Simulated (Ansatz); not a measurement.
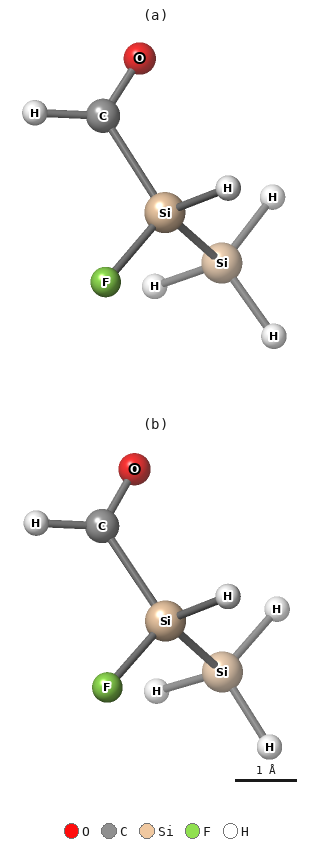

The structure of CH5FOSi2 before (top) and after (bottom) a relaxation, at one scale.

Style: ball-and-stick. Shown from a free direction.

The start comes from PBE-D4/def2-SVP.

The calculation used RKS PBE0-D4/def2-TZVP in Ansatz.

Input file:
```yaml
crystal:
  periodic: [false, false, false]
  atoms:
    - {symbol: O, position_ang: [-0.482503, 2.222423, 0.936271]}
    - {symbol: C, position_ang: [-0.340784, 1.138865, 1.478677]}
    - {symbol: Si, position_ang: [0.725216, -0.192981, 0.559715]}
    - {symbol: F, position_ang: [0.840170, -1.567774, 1.464550]}
    - {symbol: Si, position_ang: [-0.311389, -0.667978, -1.500760]}
    - {symbol: H, position_ang: [-0.832569, 0.914724, 2.479563]}
    - {symbol: H, position_ang: [2.103982, 0.386873, 0.395415]}
    - {symbol: H, position_ang: [-0.448601, 0.615262, -2.272439]}
    - {symbol: H, position_ang: [0.505566, -1.652659, -2.291405]}
    - {symbol: H, position_ang: [-1.675987, -1.247955, -1.246686]}
basis:
  gaussian: {orbitals: def2-TZVP}
hamiltonian: {xc: pbe0, dispersion: d4}
relax: {f_tol: 0.005, max_steps: 150}
```

Launched with:
```bash
ansatz run in.yaml --threads 4 --pin off --events-out ev --progress --plain --max-ram 10444MiB
```

Summarise the run.

Answer. The atom that moves furthest after the best rigid fit is O1 (0.11 Å). By element the largest moves are O 0.11 Å, H 0.10 Å, F 0.07 Å, C 0.03 Å, Si 0.03 Å. Among the contacts that change: Si3–F4 1.650 → 1.607 Å, C2–H6 1.137 → 1.116 Å, Si3–H7 1.505 → 1.486 Å, C2–Si3 1.938 → 1.921 Å. The energy falls by 1.49 kcal/mol in 10 accepted moves (11 points after the start). Largest force component: 1.1 eV/Å at the start, 0.0046 eV/Å at the end. The line search rejected the trial step at point 2 of the run. The run took 26 s on 4 threads of Intel Xeon Platinum 8488C, on a shared host.
